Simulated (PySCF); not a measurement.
# C₃H₈O₂Si: electronic excitations at several levels of theory, part 2 of 2

PySCF 2.14.0. Atoms count from 0. The steps go on from the part before.

### Step 9. Ultraviolet spectrum: wB97X-D/def2-SVPD

What the job is given:

```
{"job": {"kind": "uv", "xc": "wB97X-D", "basis": "def2-SVPD", "ip": true}, "charge": 0, "multiplicity": 1}
Si     2.304484     0.075482     0.411880
O      0.805350     0.166400    -0.318513
C     -0.388832     0.340338     0.374350
C     -1.153658    -0.915482     0.822621
O     -2.325523    -0.486374     0.138918
C     -1.620372     0.572592    -0.502394
H      3.306294     0.034415    -0.685006
H      2.522118     1.273107     1.282534
H      2.420115    -1.153196     1.257723
H     -0.282640     1.090540     1.180211
H     -1.320443    -1.056119     1.904339
H     -0.720967    -1.840280     0.396585
H     -1.403877     0.365272    -1.566395
H     -2.137182     1.542860    -0.414189
```

Level: TDDFT wB97X-D/def2-SVPD, vertical, gas phase, core orbitals frozen in the response.

Log:

```text
coarse grid: 12016 points
cycle   1  E = -558.4591975861  dE =  8.378e-01  |g| = 8.313e-01  |ddm| = 4.671e+00
cycle   2  E = -558.4023408603  dE =  5.686e-02  |g| = 1.039e+00  |ddm| = 2.076e+00
cycle   3  E = -558.5944082484  dE = -1.921e-01  |g| = 4.524e-02  |ddm| = 1.107e+00
cycle   4  E = -558.5949127252  dE = -5.045e-04  |g| = 1.616e-02  |ddm| = 1.388e-01
cycle   5  E = -558.5949675182  dE = -5.479e-05  |g| = 8.913e-03  |ddm| = 4.206e-02
cycle   6  E = -558.5949833635  dE = -1.585e-05  |g| = 1.816e-03  |ddm| = 1.460e-02
cycle   7  E = -558.5949841070  dE = -7.435e-07  |g| = 6.378e-04  |ddm| = 4.205e-03
final grid: 110944 points
cycle   8  E = -558.6840858998  dE = -8.958e-05  |g| = 5.321e-03  |ddm| = 1.271e-01
cycle   9  E = -558.6840870080  dE = -1.108e-06  |g| = 5.524e-03  |ddm| = 1.940e-02
cycle  10  E = -558.6840924429  dE = -5.435e-06  |g| = 6.900e-04  |ddm| = 5.978e-03
cycle  11  E = -558.6840925563  dE = -1.134e-07  |g| = 3.295e-04  |ddm| = 2.096e-03
cycle  12  E = -558.6840925847  dE = -2.833e-08  |g| = 4.601e-05  |ddm| = 6.794e-04
cycle  13  E = -558.6840925857  dE = -1.026e-09  |g| = 2.218e-05  |ddm| = 1.675e-04
cycle  14  E = -558.6840925858  dE = -1.330e-10  |g| = 1.068e-05  |ddm| = 6.461e-05
converged SCF energy = -558.6840925858

Static polarisability (au): isotropic 68.375, principal 61.176 67.250 76.699

Singlet excitations
state   eV       nm        f      main configurations
  1   7.1081    174.4   0.00082   H-1->L 0.40, H->L 0.27, H->L+2 0.17
  2   7.2134    171.9   0.00020   H-1->L 0.45, H->L+2 0.31
  3   7.4851    165.6   0.00804   H->L 0.42, H->L+2 0.28, H->L+3 0.09
  4   7.9494    156.0   0.02425   H-2->L 0.72, H-3->L 0.16
  5   8.1625    151.9   0.00118   H->L+4 0.54, H->L+3 0.17, H->L+2 0.10
  6   8.2525    150.2   0.01776   H-1->L+3 0.29, H-1->L+1 0.27, H->L+4 0.15
  7   8.3073    149.2   0.01340   H-1->L+1 0.28, H->L+3 0.20, H->L+6 0.20
  8   8.3902    147.8   0.04121   H-1->L+3 0.28, H-1->L+1 0.20, H->L+6 0.17
  9   8.5616    144.8   0.00948   H-1->L+2 0.37, H-1->L+3 0.19
 10   8.5983    144.2   0.00351   H->L+1 0.27, H->L+7 0.15, H-3->L 0.13

Triplet excitations (Tamm-Dancoff, eV): 6.8133 6.9342 7.4144 7.6413
Vertical ionisation energy (delta-SCF) = 9.7944 eV
```

Run time: 3.8 min. Hardware: 1 thread of Arm Neoverse N1, shared host; peak memory 0.92 GiB.

This run: HOMO -9.36 eV, LUMO 1.74 eV; lowest singlet 7.11 eV.

### Step 10. Excited states and response: LC-wPBE/def2-SVPD

Settings changed since step 9:

```diff
@@ -1,2 +1,2 @@
-{"job": {"kind": "uv", "xc": "wB97X-D", "basis": "def2-SVPD", "ip": true}, "charge": 0, "multiplicity": 1}
+{"job": {"kind": "uv", "xc": "LC-wPBE", "basis": "def2-SVPD", "ip": true}, "charge": 0, "multiplicity": 1}
 Si     2.304484     0.075482     0.411880
```

Method: TDDFT LC-wPBE/def2-SVPD, vertical, gas phase, core orbitals frozen in the response.

Log:

```text
coarse grid: 12016 points
cycle   1  E = -558.2757245487  dE =  9.260e-01  |g| = 8.508e-01  |ddm| = 4.629e+00
cycle   2  E = -558.2614757511  dE =  1.425e-02  |g| = 9.564e-01  |ddm| = 1.931e+00
cycle   3  E = -558.4213359338  dE = -1.599e-01  |g| = 5.254e-02  |ddm| = 1.019e+00
cycle   4  E = -558.4221046782  dE = -7.687e-04  |g| = 1.815e-02  |ddm| = 1.468e-01
cycle   5  E = -558.4221953142  dE = -9.064e-05  |g| = 7.616e-03  |ddm| = 4.921e-02
cycle   6  E = -558.4222062356  dE = -1.092e-05  |g| = 2.069e-03  |ddm| = 1.502e-02
cycle   7  E = -558.4222081668  dE = -1.931e-06  |g| = 7.902e-04  |ddm| = 4.355e-03
final grid: 110944 points
cycle   8  E = -558.5301166200  dE = -2.541e-05  |g| = 4.811e-03  |ddm| = 6.548e-02
cycle   9  E = -558.5301165402  dE =  7.988e-08  |g| = 5.132e-03  |ddm| = 1.331e-02
cycle  10  E = -558.5301211482  dE = -4.608e-06  |g| = 3.675e-04  |ddm| = 5.240e-03
cycle  11  E = -558.5301211830  dE = -3.475e-08  |g| = 1.703e-04  |ddm| = 9.586e-04
cycle  12  E = -558.5301211918  dE = -8.809e-09  |g| = 2.671e-05  |ddm| = 3.941e-04
cycle  13  E = -558.5301211922  dE = -4.491e-10  |g| = 1.228e-05  |ddm| = 1.075e-04
converged SCF energy = -558.5301211922

Static polarisability (au): isotropic 66.905, principal 59.975 65.812 74.930

Singlet excitations
state   eV       nm        f      main configurations
  1   7.4012    167.5   0.00010   H->L+2 0.57, H->L+7 0.15
  2   7.5370    164.5   0.00044   H-1->L 0.65, H-1->L+1 0.09
  3   7.9877    155.2   0.00667   H->L 0.57, H->L+2 0.12
  4   8.3189    149.0   0.02384   H-2->L 0.48, H-3->L 0.20
  5   8.5753    144.6   0.00275   H->L+3 0.37, H->L+4 0.36
  6   8.6531    143.3   0.01802   H-1->L+3 0.25, H->L+4 0.17, H-1->L+4 0.09
  7   8.7061    142.4   0.01471   H->L+6 0.23, H->L+3 0.16, H-1->L+3 0.10
  8   8.7941    141.0   0.04964   H-1->L+1 0.40, H-1->L 0.13, H-1->L+3 0.11
  9   8.9416    138.7   0.00590   H-1->L+2 0.35, H-1->L+3 0.10
 10   9.0291    137.3   0.00191   H-3->L 0.21, H-2->L 0.16, H-3->L+1 0.08

Triplet excitations (Tamm-Dancoff, eV): 6.9552 7.1114 7.7182 7.8109
Vertical ionisation energy (delta-SCF) = 9.9689 eV
```

Run time: 4 min. Hardware: 1 thread of Arm Neoverse N1, shared host; peak memory 0.88 GiB.

This run: HOMO -10.20 eV, LUMO 2.05 eV; lowest singlet 7.40 eV.

### Step 11. Ultraviolet spectrum: PBE0/6-31G*

Settings changed since step 10:

```diff
@@ -1,2 +1,2 @@
-{"job": {"kind": "uv", "xc": "LC-wPBE", "basis": "def2-SVPD", "ip": true}, "charge": 0, "multiplicity": 1}
+{"job": {"kind": "uv", "xc": "PBE0", "basis": "6-31G*"}, "charge": 0, "multiplicity": 1}
 Si     2.304484     0.075482     0.411880
```

Level: TDDFT PBE0/6-31G*, vertical, gas phase, core orbitals frozen in the response.

Log:

```text
coarse grid: 12016 points
cycle   1  E = -558.5348866570  dE =  7.537e-01  |g| = 7.833e-01  |ddm| = 3.351e+00
cycle   2  E = -558.3579247477  dE =  1.770e-01  |g| = 1.241e+00  |ddm| = 1.746e+00
cycle   3  E = -558.6517438918  dE = -2.938e-01  |g| = 6.582e-02  |ddm| = 1.152e+00
cycle   4  E = -558.6523327288  dE = -5.888e-04  |g| = 4.196e-02  |ddm| = 9.687e-02
cycle   5  E = -558.6527000636  dE = -3.673e-04  |g| = 9.610e-03  |ddm| = 4.503e-02
cycle   6  E = -558.6527148593  dE = -1.480e-05  |g| = 3.564e-03  |ddm| = 9.127e-03
cycle   7  E = -558.6527175592  dE = -2.700e-06  |g| = 2.077e-04  |ddm| = 2.723e-03
final grid: 110944 points
cycle   8  E = -558.5938498023  dE = -6.342e-06  |g| = 1.104e-02  |ddm| = 1.815e-02
cycle   9  E = -558.5938201700  dE =  2.963e-05  |g| = 1.678e-02  |ddm| = 1.890e-02
cycle  10  E = -558.5938739277  dE = -5.376e-05  |g| = 8.590e-04  |ddm| = 1.160e-02
cycle  11  E = -558.5938741052  dE = -1.775e-07  |g| = 1.203e-04  |ddm| = 9.996e-04
cycle  12  E = -558.5938741081  dE = -2.949e-09  |g| = 2.648e-05  |ddm| = 1.221e-04
cycle  13  E = -558.5938741082  dE = -6.332e-11  |g| = 2.143e-05  |ddm| = 4.217e-05
converged SCF energy = -558.5938741082

Static polarisability (au): isotropic 56.251, principal 50.000 56.017 62.737

Singlet excitations
state   eV       nm        f      main configurations
  1   6.6020    187.8   0.00558   H->L 0.93
  2   6.9139    179.3   0.00187   H-1->L 0.94
  3   7.6645    161.8   0.02991   H-2->L 0.92
  4   7.8557    157.8   0.00177   H->L+3 0.43, H->L+2 0.26, H->L+1 0.25
  5   8.2087    151.0   0.00043   H->L+1 0.69, H->L+3 0.14, H->L+2 0.13
  6   8.4921    146.0   0.00579   H-3->L 0.67, H-1->L+1 0.24
  7   8.5458    145.1   0.00010   H-1->L+1 0.66, H-3->L 0.24
  8   8.6669    143.1   0.01853   H->L+2 0.57, H->L+3 0.39
  9   8.8029    140.8   0.00269   H-4->L 0.78
 10   8.9142    139.1   0.01488   H-1->L+2 0.46, H->L+4 0.29, H-1->L+3 0.09

Triplet excitations (Tamm-Dancoff, eV): 6.4281 6.6280 7.2973 7.4131
```

Wall time 23 s (1 thread of Arm Neoverse N1, shared host); peak memory 0.61 GiB.

Key values: HOMO -7.09 eV, LUMO 0.46 eV; lowest singlet 6.60 eV.

### Step 12. Ultraviolet spectrum: PBE0/def2-SVP

Settings changed since step 11:

```diff
@@ -1,2 +1,2 @@
-{"job": {"kind": "uv", "xc": "PBE0", "basis": "6-31G*"}, "charge": 0, "multiplicity": 1}
+{"job": {"kind": "uv", "xc": "PBE0", "basis": "def2-SVP"}, "charge": 0, "multiplicity": 1}
 Si     2.304484     0.075482     0.411880
```

Level: TDDFT PBE0/def2-SVP, vertical, gas phase, core orbitals frozen in the response.

Log:

```text
coarse grid: 12016 points
cycle   1  E = -558.1272165518  dE =  7.134e-01  |g| = 7.769e-01  |ddm| = 3.708e+00
cycle   2  E = -557.9544524735  dE =  1.728e-01  |g| = 1.228e+00  |ddm| = 1.936e+00
cycle   3  E = -558.2404667815  dE = -2.860e-01  |g| = 6.825e-02  |ddm| = 1.274e+00
cycle   4  E = -558.2411007721  dE = -6.340e-04  |g| = 4.254e-02  |ddm| = 1.056e-01
cycle   5  E = -558.2414666962  dE = -3.659e-04  |g| = 9.838e-03  |ddm| = 4.698e-02
cycle   6  E = -558.2414824665  dE = -1.577e-05  |g| = 3.337e-03  |ddm| = 9.590e-03
cycle   7  E = -558.2414848945  dE = -2.428e-06  |g| = 2.732e-04  |ddm| = 2.927e-03
final grid: 110944 points
cycle   8  E = -558.3278296327  dE = -9.905e-06  |g| = 1.156e-02  |ddm| = 2.461e-02
cycle   9  E = -558.3277962059  dE =  3.343e-05  |g| = 1.771e-02  |ddm| = 2.169e-02
cycle  10  E = -558.3278554579  dE = -5.925e-05  |g| = 7.809e-04  |ddm| = 1.361e-02
cycle  11  E = -558.3278556068  dE = -1.489e-07  |g| = 1.337e-04  |ddm| = 1.021e-03
cycle  12  E = -558.3278556103  dE = -3.483e-09  |g| = 4.354e-05  |ddm| = 1.513e-04
cycle  13  E = -558.3278556106  dE = -2.697e-10  |g| = 2.365e-05  |ddm| = 5.879e-05
converged SCF energy = -558.3278556106

Static polarisability (au): isotropic 59.382, principal 53.458 59.297 65.390

Singlet excitations
state   eV       nm        f      main configurations
  1   6.7460    183.8   0.00641   H->L 0.94
  2   7.1024    174.6   0.00059   H-1->L 0.95
  3   7.7053    160.9   0.00649   H->L+2 0.72, H->L+5 0.13, H->L+3 0.09
  4   7.8180    158.6   0.02820   H-2->L 0.92
  5   8.0969    153.1   0.00066   H->L+1 0.88
  6   8.4107    147.4   0.00438   H->L+3 0.36, H->L+5 0.30, H->L+4 0.12
  7   8.5039    145.8   0.00700   H-1->L+1 0.82
  8   8.6100    144.0   0.00468   H-3->L 0.83
  9   8.6266    143.7   0.00773   H->L+3 0.39, H->L+2 0.22, H->L+5 0.22
 10   8.6964    142.6   0.05044   H->L+4 0.55, H->L+6 0.28

Triplet excitations (Tamm-Dancoff, eV): 6.5441 6.7814 7.2858 7.4420
```

It took 28 s on 1 thread of Arm Neoverse N1, shared host; peak memory 0.68 GiB.

This run: HOMO -7.22 eV, LUMO 0.51 eV; lowest singlet 6.75 eV.

### Step 13. Run by run: electronic excitations

Excitations and ground-state properties, with basis size and wall time:

```
                run  lowest singlet (eV)  brightest (eV)      f  gap (eV)  α (Å³)  μ (D)  functions     time
      LDA/def2-SVPD                 4.87            6.93  0.023      4.84   10.92   1.81        194  1.7 min
      PBE/def2-SVPD                 5.05            6.52  0.018      5.02   10.74   1.73        194  2.5 min
    B3LYP/def2-SVPD                 6.22            7.35  0.021      6.98   10.32   1.88        194  3.8 min
     PBE0/def2-SVPD                 6.45            7.52  0.025      7.43   10.23   1.86        194  3.6 min
BHandHLYP/def2-SVPD                 7.44            8.77  0.036      9.75    9.87   2.01        194  3.1 min
CAM-B3LYP/def2-SVPD                 6.97            8.04  0.031      9.79   10.15   1.96        194  3.8 min
  wB97X-D/def2-SVPD                 7.11            8.39  0.041     11.10   10.13   1.91        194  3.8 min
  LC-wPBE/def2-SVPD                 7.40            8.79  0.050     12.25    9.91   1.95        194    4 min
        PBE0/6-31G*                 6.60            7.66  0.030      7.55    8.34   1.92        104     23 s
      PBE0/def2-SVP                 6.75            8.70  0.050      7.73    8.80   1.89        128     28 s
```

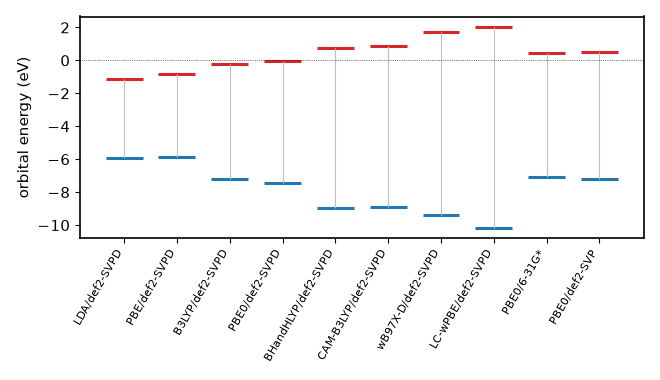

HOMO (blue) and LUMO (red) run by run.

### Step 14. What came out

The summary covers parts 1 to 2.

| quantity | value |
| --- | --- |
| point group | C1 |
| rotational constants (main isotopes) | 9.15, 1.48, 1.36 GHz |
| lowest singlet (LDA/def2-SVPD) | 4.87 eV (254 nm), f = 0.007 |
| brightest single state of those computed | state 10, 6.93 eV, f = 0.023 |
| lowest triplet | 4.81 eV |
| vertical ionisation energy (ΔSCF) | 9.51 eV |
| range of the lowest singlet | 4.87 to 7.44 eV |

Single values in the summary come from the first run of each kind that ended normally (LDA/def2-SVPD), which need not be the best level. The optimisation took 9 steps and gained 0.197 eV; among the close pairs (by a distance rule), Si0–H8 changed most, from 1.446 to 1.496 Å. The first singlet state (HOMO→LUMO 1.00) lies at 4.87 eV and is weak; of the 10 states computed, the strongest absorption comes from state 10 at 6.93 eV (the last computed, so partners may be missing). The lowest triplet lies 0.06 eV below the lowest singlet (triplets in Tamm-Dancoff, singlets in full TDDFT). ΔSCF puts the ionisation energy at 9.51 eV, 3.56 eV above −ε(HOMO). The lowest singlet runs from 4.87 eV (LDA/def2-SVPD) to 7.44 eV (BHandHLYP/def2-SVPD), while the orbital gap spans 4.84 to 12.25 eV. The lowest state need not be the same one in every run. The runs solved for a few states only, so the brightest column depends on that window.
